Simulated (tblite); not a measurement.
**Geometry relaxation of CH₆FO₃Si₃ (part 3 of 4)**

The same run, continued: CH₆FO₃Si₃, multiplicity 2; GFN2-xTB geometry optimisation, gas phase (tblite 0.8.0). It belongs to a series of runs on one base structure; here: H removed from Si.

Geometry of the input (Å):
```
F  -0.2820  1.8721  0.1517
Si 0.0069  0.2289  0.4040
O  -1.3402  -0.5287  1.1036
Si -2.7850  0.2040  0.4714
O  1.4085  0.1415  1.3853
C  2.2700  -0.7832  0.8333
Si 2.1419  -0.3760  -0.9974
O  0.4251  -0.4157  -1.1310
H  -3.3581  -0.7908  -0.4598
H  -3.6678  0.4318  1.6275
H  -2.4789  1.4666  -0.2124
H  1.8585  -1.8114  0.9635
H  3.2990  -0.6935  1.2236
H  2.5013  1.0540  -1.1057
```

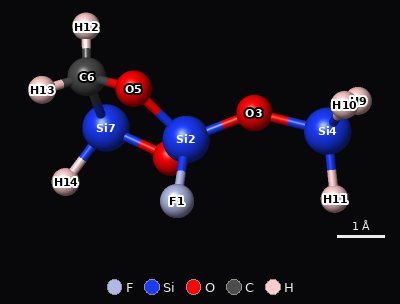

*The geometry at step 53 of the log (ball-and-stick view, seen at a tilt; atoms are numbered from 1 in the order of the input).*

## Trajectory as extended XYZ, continued
```
14
Properties=species:S:1:pos:R:3:forces:R:3 step=42 energy=-750.35748
F     0.1069    2.0076    0.6662   -0.0040  -0.0170   0.0030
Si    0.0456    0.4211    0.4516   -0.0080  -0.0080   0.0130
O    -1.4375   -0.0811    0.7112   -0.0190   0.0020  -0.0210
Si   -3.0166    0.2000    0.4218    0.0040   0.0350  -0.0120
O     1.1004   -0.3238    1.4173    0.0180   0.0050  -0.0190
C     2.2677   -0.8654    0.8172   -0.0460   0.0300   0.0770
Si    2.1096   -0.5411   -1.0838   -0.0040  -0.0380  -0.0110
O     0.6007    0.1214   -1.0406    0.0240   0.0110   0.0280
H    -3.4462   -0.9246   -0.4072    0.0040   0.0100   0.0020
H    -3.6047    0.2020    1.7581    0.0020   0.0030  -0.0070
H    -3.1741    1.4827   -0.2646    0.0080  -0.0530   0.0290
H     2.3448   -1.9098    1.1281   -0.0270  -0.0200  -0.0260
H     3.1324   -0.3357    1.2291    0.0250   0.0080   0.0030
H     2.9704    0.5461   -1.5465    0.0230   0.0330  -0.0590
14
Properties=species:S:1:pos:R:3:forces:R:3 step=43 energy=-750.35810
F     0.1035    2.0098    0.6729    0.0030  -0.0140   0.0060
Si    0.0458    0.4243    0.4521   -0.0040  -0.0040   0.0020
O    -1.4371   -0.0797    0.7066   -0.0150  -0.0140  -0.0130
Si   -3.0168    0.1984    0.4226    0.0030   0.0330  -0.0200
O     1.0972   -0.3270    1.4159    0.0110   0.0260   0.0120
C     2.2664   -0.8655    0.8192   -0.0380   0.0240   0.0350
Si    2.1081   -0.5424   -1.0843    0.0090  -0.0320   0.0050
O     0.6039    0.1314   -1.0400    0.0330   0.0040   0.0250
H    -3.4463   -0.9235   -0.4095    0.0000  -0.0010   0.0060
H    -3.5981    0.1999    1.7613   -0.0080   0.0010  -0.0040
H    -3.1748    1.4790   -0.2654   -0.0010  -0.0310   0.0250
H     2.3432   -1.9098    1.1313   -0.0140  -0.0130  -0.0330
H     3.1306   -0.3337    1.2309    0.0100   0.0000   0.0000
H     2.9738    0.5383   -1.5558    0.0120   0.0210  -0.0460
14
Properties=species:S:1:pos:R:3:forces:R:3 step=44 energy=-750.35843
F     0.1026    2.0105    0.6755    0.0050  -0.0070   0.0080
Si    0.0458    0.4255    0.4522   -0.0010  -0.0020  -0.0020
O    -1.4369   -0.0790    0.7048   -0.0070  -0.0220  -0.0090
Si   -3.0166    0.1983    0.4228   -0.0030   0.0140  -0.0140
O     1.0952   -0.3286    1.4155    0.0050   0.0350   0.0340
C     2.2652   -0.8651    0.8214   -0.0170   0.0110  -0.0020
Si    2.1081   -0.5433   -1.0842    0.0220  -0.0150   0.0140
O     0.6062    0.1359   -1.0393    0.0330  -0.0010   0.0180
H    -3.4462   -0.9224   -0.4103   -0.0030  -0.0090   0.0060
H    -3.5947    0.1988    1.7626   -0.0140   0.0020   0.0000
H    -3.1758    1.4764   -0.2658   -0.0050   0.0000   0.0140
H     2.3422   -1.9103    1.1317   -0.0110  -0.0030  -0.0300
H     3.1299   -0.3331    1.2330   -0.0040  -0.0050  -0.0010
H     2.9743    0.5359   -1.5620    0.0000   0.0020  -0.0340
14
Properties=species:S:1:pos:R:3:forces:R:3 step=45 energy=-750.35865
F     0.1025    2.0106    0.6770    0.0030  -0.0030   0.0080
Si    0.0457    0.4260    0.4521    0.0010  -0.0010  -0.0020
O    -1.4369   -0.0790    0.7039   -0.0010  -0.0220  -0.0100
Si   -3.0163    0.1986    0.4228   -0.0080  -0.0080  -0.0040
O     1.0943   -0.3287    1.4159    0.0030   0.0350   0.0410
C     2.2643   -0.8646    0.8228    0.0020   0.0010  -0.0210
Si    2.1088   -0.5442   -1.0838    0.0290   0.0040   0.0140
O     0.6082    0.1380   -1.0387    0.0290  -0.0040   0.0130
H    -3.4463   -0.9217   -0.4105   -0.0050  -0.0140   0.0040
H    -3.5934    0.1983    1.7628   -0.0160   0.0030   0.0020
H    -3.1769    1.4749   -0.2657   -0.0060   0.0250   0.0030
H     2.3415   -1.9106    1.1311   -0.0110   0.0050  -0.0230
H     3.1295   -0.3329    1.2342   -0.0120  -0.0090   0.0000
H     2.9744    0.5349   -1.5661   -0.0080  -0.0130  -0.0250
14
Properties=species:S:1:pos:R:3:forces:R:3 step=46 energy=-750.35895
F     0.1017    2.0105    0.6791    0.0000   0.0040   0.0080
Si    0.0456    0.4264    0.4520    0.0020  -0.0020   0.0020
O    -1.4367   -0.0803    0.7027    0.0040  -0.0190  -0.0130
Si   -3.0160    0.1987    0.4227   -0.0120  -0.0290   0.0080
O     1.0938   -0.3275    1.4170    0.0030   0.0310   0.0400
C     2.2630   -0.8637    0.8242    0.0210  -0.0080  -0.0330
Si    2.1101   -0.5453   -1.0829    0.0320   0.0220   0.0100
O     0.6111    0.1406   -1.0378    0.0170  -0.0050   0.0070
H    -3.4466   -0.9211   -0.4106   -0.0060  -0.0170   0.0030
H    -3.5927    0.1979    1.7630   -0.0150   0.0030   0.0010
H    -3.1776    1.4736   -0.2653   -0.0060   0.0480  -0.0080
H     2.3398   -1.9106    1.1298   -0.0110   0.0090  -0.0120
H     3.1291   -0.3329    1.2350   -0.0150  -0.0120   0.0050
H     2.9746    0.5332   -1.5710   -0.0140  -0.0250  -0.0170
14
Properties=species:S:1:pos:R:3:forces:R:3 step=48 energy=-750.35978
F     0.0941    2.0114    0.6899   -0.0070   0.0140   0.0020
Si    0.0452    0.4289    0.4529    0.0020   0.0010   0.0110
O    -1.4358   -0.0876    0.6950    0.0080  -0.0100  -0.0210
Si   -3.0159    0.1964    0.4227   -0.0070  -0.0350   0.0150
O     1.0943   -0.3196    1.4213    0.0120   0.0100   0.0040
C     2.2597   -0.8611    0.8257    0.0320  -0.0110  -0.0170
Si    2.1133   -0.5483   -1.0807    0.0100   0.0360  -0.0100
O     0.6215    0.1525   -1.0342   -0.0220  -0.0020  -0.0030
H    -3.4492   -0.9217   -0.4118   -0.0070  -0.0140   0.0080
H    -3.5912    0.1972    1.7645   -0.0060   0.0000  -0.0110
H    -3.1764    1.4725   -0.2628   -0.0070   0.0530  -0.0110
H     2.3320   -1.9089    1.1275   -0.0020   0.0020   0.0150
H     3.1278   -0.3327    1.2336    0.0030  -0.0190   0.0260
H     2.9798    0.5204   -1.5858   -0.0080  -0.0250  -0.0080
14
Properties=species:S:1:pos:R:3:forces:R:3 step=49 energy=-750.36004
F     0.0898    2.0128    0.6965   -0.0090   0.0050  -0.0020
Si    0.0451    0.4309    0.4538   -0.0010   0.0070   0.0100
O    -1.4355   -0.0907    0.6899    0.0080  -0.0060  -0.0210
Si   -3.0168    0.1944    0.4228    0.0040  -0.0090   0.0010
O     1.0950   -0.3163    1.4226    0.0170   0.0020  -0.0140
C     2.2590   -0.8604    0.8252    0.0190  -0.0030   0.0040
Si    2.1136   -0.5493   -1.0805   -0.0130   0.0310  -0.0140
O     0.6252    0.1594   -1.0331   -0.0210  -0.0030   0.0010
H    -3.4509   -0.9231   -0.4124   -0.0080  -0.0090   0.0130
H    -3.5907    0.1966    1.7655   -0.0020  -0.0030  -0.0170
H    -3.1757    1.4732   -0.2615   -0.0080   0.0250   0.0020
H     2.3293   -1.9079    1.1283    0.0050   0.0000   0.0160
H     3.1274   -0.3320    1.2318    0.0130  -0.0240   0.0310
H     2.9847    0.5118   -1.5912   -0.0030  -0.0130  -0.0090
14
Properties=species:S:1:pos:R:3:forces:R:3 step=50 energy=-750.36019
F     0.0862    2.0130    0.6971   -0.0080   0.0120  -0.0010
Si    0.0448    0.4312    0.4544    0.0040   0.0030   0.0100
O    -1.4350   -0.0933    0.6882   -0.0010  -0.0090  -0.0170
Si   -3.0165    0.1932    0.4229    0.0080   0.0130  -0.0130
O     1.0964   -0.3132    1.4232    0.0140   0.0010  -0.0160
C     2.2591   -0.8601    0.8250    0.0060   0.0030   0.0090
Si    2.1135   -0.5480   -1.0804   -0.0160  -0.0010  -0.0070
O     0.6258    0.1602   -1.0322   -0.0320   0.0050  -0.0050
H    -3.4510   -0.9240   -0.4130   -0.0080  -0.0040   0.0170
H    -3.5900    0.1971    1.7659   -0.0020  -0.0050  -0.0190
H    -3.1724    1.4742   -0.2609   -0.0100   0.0020   0.0130
H     2.3261   -1.9074    1.1284    0.0090  -0.0080   0.0130
H     3.1279   -0.3337    1.2323    0.0250  -0.0200   0.0330
H     2.9845    0.5102   -1.5929    0.0120   0.0080  -0.0160
14
Properties=species:S:1:pos:R:3:forces:R:3 step=51 energy=-750.36036
F     0.0836    2.0143    0.7007   -0.0080   0.0000  -0.0030
Si    0.0447    0.4327    0.4551    0.0020   0.0070   0.0030
O    -1.4349   -0.0950    0.6847    0.0000  -0.0060  -0.0140
Si   -3.0171    0.1921    0.4227    0.0140   0.0320  -0.0250
O     1.0971   -0.3116    1.4232    0.0140   0.0010  -0.0150
C     2.2594   -0.8600    0.8248   -0.0030   0.0080   0.0150
Si    2.1128   -0.5479   -1.0807   -0.0280  -0.0080  -0.0030
O     0.6264    0.1641   -1.0319   -0.0170   0.0020   0.0000
H    -3.4522   -0.9252   -0.4129   -0.0080  -0.0010   0.0180
H    -3.5896    0.1966    1.7660   -0.0010  -0.0060  -0.0170
H    -3.1723    1.4752   -0.2600   -0.0100  -0.0190   0.0210
H     2.3253   -1.9071    1.1298    0.0100  -0.0040   0.0060
H     3.1284   -0.3340    1.2323    0.0240  -0.0210   0.0290
H     2.9875    0.5053   -1.5960    0.0110   0.0150  -0.0160
14
Properties=species:S:1:pos:R:3:forces:R:3 step=52 energy=-750.36066
F     0.0796    2.0154    0.7023   -0.0080  -0.0020  -0.0020
Si    0.0444    0.4338    0.4560    0.0050   0.0050  -0.0030
O    -1.4343   -0.0984    0.6812   -0.0020  -0.0040  -0.0070
Si   -3.0165    0.1914    0.4220    0.0140   0.0440  -0.0330
O     1.0991   -0.3081    1.4234    0.0080   0.0020  -0.0040
C     2.2601   -0.8595    0.8253   -0.0080   0.0100   0.0110
Si    2.1120   -0.5463   -1.0807   -0.0270  -0.0280   0.0060
O     0.6260    0.1661   -1.0313   -0.0070   0.0050  -0.0010
H    -3.4531   -0.9263   -0.4123   -0.0090   0.0030   0.0170
H    -3.5888    0.1965    1.7652   -0.0010  -0.0060  -0.0110
H    -3.1704    1.4766   -0.2587   -0.0100  -0.0350   0.0250
H     2.3227   -1.9070    1.1305    0.0080  -0.0020  -0.0020
H     3.1303   -0.3371    1.2351    0.0230  -0.0170   0.0200
H     2.9883    0.5025   -1.6003    0.0130   0.0250  -0.0150
14
Properties=species:S:1:pos:R:3:forces:R:3 step=53 energy=-750.36100
F     0.0742    2.0166    0.7043   -0.0100  -0.0060  -0.0010
Si    0.0441    0.4351    0.4570    0.0060   0.0020  -0.0090
O    -1.4333   -0.1037    0.6766    0.0000   0.0050  -0.0020
Si   -3.0152    0.1912    0.4207    0.0100   0.0340  -0.0280
O     1.1017   -0.3026    1.4241    0.0020   0.0020   0.0110
C     2.2609   -0.8585    0.8266   -0.0050   0.0070   0.0020
Si    2.1115   -0.5449   -1.0801   -0.0160  -0.0320   0.0090
O     0.6259    0.1689   -1.0304    0.0080   0.0050  -0.0020
H    -3.4547   -0.9273   -0.4107   -0.0090   0.0040   0.0090
H    -3.5879    0.1962    1.7633   -0.0010  -0.0050  -0.0010
H    -3.1688    1.4778   -0.2564   -0.0080  -0.0320   0.0170
H     2.3190   -1.9069    1.1304    0.0010   0.0020  -0.0080
H     3.1333   -0.3420    1.2401    0.0160  -0.0100   0.0060
H     2.9886    0.4996   -1.6078    0.0060   0.0230  -0.0050
14
Properties=species:S:1:pos:R:3:forces:R:3 step=54 energy=-750.36115
F     0.0714    2.0167    0.7040   -0.0110  -0.0020  -0.0010
Si    0.0439    0.4353    0.4572    0.0080   0.0000  -0.0070
O    -1.4325   -0.1070    0.6751    0.0010   0.0100  -0.0010
Si   -3.0137    0.1917    0.4197    0.0030   0.0110  -0.0120
O     1.1033   -0.2990    1.4250    0.0000   0.0010   0.0160
C     2.2612   -0.8576    0.8278    0.0020   0.0020  -0.0030
Si    2.1117   -0.5443   -1.0792   -0.0030  -0.0240   0.0040
O     0.6261    0.1691   -1.0299    0.0080   0.0050  -0.0050
H    -3.4554   -0.9271   -0.4095   -0.0090   0.0020   0.0020
H    -3.5876    0.1963    1.7618    0.0010  -0.0030   0.0040
H    -3.1678    1.4780   -0.2550   -0.0060  -0.0120   0.0040
H     2.3162   -1.9069    1.1293   -0.0040   0.0020  -0.0050
H     3.1352   -0.3456    1.2436    0.0110  -0.0040  -0.0020
H     2.9871    0.5001   -1.6119   -0.0010   0.0140   0.0030
14
Properties=species:S:1:pos:R:3:forces:R:3 step=55 energy=-750.36120
F     0.0703    2.0164    0.7033   -0.0110   0.0010  -0.0010
Si    0.0440    0.4350    0.4570    0.0070   0.0000  -0.0040
O    -1.4321   -0.1081    0.6753    0.0010   0.0110  -0.0020
Si   -3.0129    0.1921    0.4194   -0.0010  -0.0030   0.0000
O     1.1039   -0.2976    1.4256    0.0020  -0.0010   0.0120
C     2.2612   -0.8571    0.8282    0.0050   0.0000  -0.0020
Si    2.1121   -0.5446   -1.0788    0.0030  -0.0130  -0.0010
O     0.6264    0.1687   -1.0299    0.0060   0.0040  -0.0050
H    -3.4557   -0.9267   -0.4091   -0.0090   0.0000  -0.0010
H    -3.5876    0.1965    1.7612    0.0020  -0.0030   0.0050
H    -3.1673    1.4777   -0.2547   -0.0050   0.0020  -0.0040
H     2.3150   -1.9068    1.1285   -0.0050  -0.0010  -0.0010
H     3.1359   -0.3470    1.2446    0.0090  -0.0030  -0.0030
H     2.9860    0.5011   -1.6128   -0.0040   0.0060   0.0070
14
Properties=species:S:1:pos:R:3:forces:R:3 step=56 energy=-750.36122
F     0.0695    2.0162    0.7028   -0.0100   0.0030  -0.0010
Si    0.0441    0.4347    0.4568    0.0050   0.0000  -0.0010
O    -1.4319   -0.1085    0.6756    0.0010   0.0090  -0.0030
Si   -3.0125    0.1922    0.4193   -0.0030  -0.0090   0.0050
O     1.1043   -0.2968    1.4259    0.0040  -0.0010   0.0060
C     2.2613   -0.8569    0.8282    0.0050  -0.0010   0.0000
Si    2.1123   -0.5450   -1.0787    0.0060  -0.0050  -0.0040
O     0.6266    0.1683   -1.0300    0.0030   0.0020  -0.0040
H    -3.4559   -0.9264   -0.4090   -0.0080  -0.0010  -0.0020
H    -3.5876    0.1967    1.7610    0.0030  -0.0030   0.0040
H    -3.1667    1.4775   -0.2545   -0.0050   0.0080  -0.0070
H     2.3142   -1.9067    1.1281   -0.0040  -0.0040   0.0020
H     3.1364   -0.3476    1.2448    0.0080  -0.0020  -0.0030
H     2.9853    0.5019   -1.6124   -0.0050   0.0020   0.0080
14
Properties=species:S:1:pos:R:3:forces:R:3 step=57 energy=-750.36125
F     0.0677    2.0160    0.7020   -0.0070   0.0050  -0.0020
Si    0.0444    0.4345    0.4566    0.0020   0.0020   0.0020
O    -1.4315   -0.1091    0.6759    0.0000   0.0060  -0.0040
Si   -3.0120    0.1921    0.4192   -0.0050  -0.0100   0.0090
O     1.1051   -0.2955    1.4264    0.0050   0.0010  -0.0030
C     2.2615   -0.8567    0.8283    0.0030  -0.0030   0.0040
Si    2.1124   -0.5455   -1.0786    0.0080   0.0040  -0.0050
O     0.6267    0.1679   -1.0302    0.0020   0.0000  -0.0010
H    -3.4564   -0.9261   -0.4091   -0.0070  -0.0010  -0.0020
H    -3.5875    0.1969    1.7609    0.0050  -0.0030   0.0020
H    -3.1656    1.4774   -0.2544   -0.0050   0.0100  -0.0090
H     2.3127   -1.9066    1.1277   -0.0010  -0.0070   0.0040
H     3.1374   -0.3487    1.2447    0.0060  -0.0030  -0.0030
H     2.9844    0.5030   -1.6116   -0.0050  -0.0020   0.0070
14
Properties=species:S:1:pos:R:3:forces:R:3 step=59 energy=-750.36131
F     0.0634    2.0162    0.7013   -0.0010   0.0040  -0.0030
Si    0.0448    0.4345    0.4564   -0.0030   0.0040   0.0030
O    -1.4310   -0.1100    0.6752   -0.0010   0.0000  -0.0030
Si   -3.0116    0.1915    0.4193   -0.0030   0.0020   0.0020
O     1.1071   -0.2926    1.4269    0.0040   0.0050  -0.0110
C     2.2622   -0.8566    0.8284   -0.0020  -0.0050   0.0030
Si    2.1124   -0.5461   -1.0788    0.0050   0.0080   0.0020
O     0.6268    0.1677   -1.0306    0.0040  -0.0040   0.0060
H    -3.4578   -0.9261   -0.4092   -0.0030   0.0020   0.0010
H    -3.5870    0.1971    1.7610    0.0060  -0.0040   0.0010
H    -3.1634    1.4778   -0.2543   -0.0060  -0.0010  -0.0040
H     2.3102   -1.9067    1.1280    0.0020  -0.0040   0.0030
H     3.1399   -0.3510    1.2445   -0.0010  -0.0050  -0.0050
H     2.9834    0.5038   -1.6101   -0.0010  -0.0020   0.0030
14
Properties=species:S:1:pos:R:3:forces:R:3 step=60 energy=-750.36132
F     0.0622    2.0166    0.7014    0.0010   0.0020  -0.0030
Si    0.0449    0.4349    0.4564   -0.0030   0.0030   0.0020
O    -1.4309   -0.1100    0.6745   -0.0010  -0.0010  -0.0030
Si   -3.0118    0.1913    0.4193   -0.0010   0.0060  -0.0020
O     1.1077   -0.2920    1.4268    0.0020   0.0070  -0.0080
C     2.2624   -0.8568    0.8285   -0.0020  -0.0060   0.0000
Si    2.1125   -0.5461   -1.0789    0.0030   0.0050   0.0060
O     0.6270    0.1680   -1.0306    0.0050  -0.0040   0.0070
H    -3.4584   -0.9263   -0.4092   -0.0020   0.0030   0.0020
H    -3.5867    0.1969    1.7612    0.0050  -0.0040   0.0020
H    -3.1634    1.4780   -0.2543   -0.0070  -0.0070  -0.0010
H     2.3098   -1.9070    1.1284    0.0020  -0.0010   0.0020
H     3.1406   -0.3516    1.2444   -0.0040  -0.0050  -0.0050
H     2.9835    0.5036   -1.6100    0.0020   0.0010   0.0010
14
Properties=species:S:1:pos:R:3:forces:R:3 step=61 energy=-750.36135
F     0.0614    2.0171    0.7017    0.0030   0.0000  -0.0030
Si    0.0450    0.4354    0.4565   -0.0030   0.0010  -0.0010
O    -1.4310   -0.1096    0.6736    0.0000  -0.0020  -0.0020
Si   -3.0122    0.1913    0.4193    0.0010   0.0090  -0.0060
O     1.1082   -0.2915    1.4266    0.0000   0.0070  -0.0030
C     2.2626   -0.8571    0.8287   -0.0010  -0.0050  -0.0040
Si    2.1128   -0.5461   -1.0789   -0.0010   0.0010   0.0090
O     0.6275    0.1684   -1.0303    0.0060  -0.0030   0.0060
H    -3.4592   -0.9264   -0.4091   -0.0010   0.0040   0.0030
H    -3.5861    0.1964    1.7615    0.0040  -0.0030   0.0030
H    -3.1642    1.4781   -0.2546   -0.0070  -0.0110   0.0020
H     2.3097   -1.9074    1.1288    0.0000   0.0020   0.0000
H     3.1412   -0.3523    1.2443   -0.0050  -0.0050  -0.0040
H     2.9838    0.5032   -1.6101    0.0040   0.0040   0.0000
14
Properties=species:S:1:pos:R:3:forces:R:3 step=62 energy=-750.36137
F     0.0607    2.0177    0.7021    0.0050  -0.0020  -0.0020
Si    0.0452    0.4360    0.4567   -0.0020  -0.0010  -0.0030
O    -1.4311   -0.1089    0.6723    0.0010  -0.0020  -0.0020
Si   -3.0126    0.1914    0.4192    0.0020   0.0080  -0.0070
O     1.1085   -0.2911    1.4264   -0.0030   0.0060   0.0030
C     2.2628   -0.8576    0.8288    0.0000  -0.0040  -0.0070
Si    2.1133   -0.5461   -1.0786   -0.0030  -0.0020   0.0090
O     0.6284    0.1691   -1.0299    0.0040  -0.0010   0.0020
H    -3.4603   -0.9263   -0.4087    0.0000   0.0040   0.0030
H    -3.5853    0.1955    1.7619    0.0030  -0.0020   0.0030
H    -3.1659    1.4780   -0.2550   -0.0060  -0.0120   0.0040
H     2.3099   -1.9078    1.1293   -0.0030   0.0050  -0.0010
H     3.1416   -0.3530    1.2440   -0.0050  -0.0040  -0.0020
H     2.9841    0.5028   -1.6106    0.0060   0.0050   0.0000
14
Properties=species:S:1:pos:R:3:forces:R:3 step=63 energy=-750.36139
F     0.0606    2.0182    0.7023    0.0050  -0.0030  -0.0020
Si    0.0454    0.4365    0.4568    0.0000  -0.0020  -0.0040
O    -1.4312   -0.1083    0.6713    0.0020  -0.0010  -0.0020
Si   -3.0129    0.1917    0.4191    0.0020   0.0030  -0.0030
O     1.1087   -0.2910    1.4263   -0.0030   0.0040   0.0050
C     2.2627   -0.8580    0.8289    0.0000  -0.0010  -0.0060
Si    2.1138   -0.5463   -1.0783   -0.0040  -0.0020   0.0040
O     0.6294    0.1696   -1.0294    0.0010   0.0000  -0.0020
H    -3.4612   -0.9261   -0.4083    0.0000   0.0020   0.0020
H    -3.5845    0.1947    1.7623    0.0030   0.0000   0.0030
H    -3.1678    1.4777   -0.2554   -0.0050  -0.0070   0.0030
H     2.3101   -1.9082    1.1295   -0.0060   0.0050  -0.0010
H     3.1417   -0.3535    1.2438   -0.0030  -0.0020   0.0000
H     2.9845    0.5024   -1.6110    0.0060   0.0040   0.0010
```
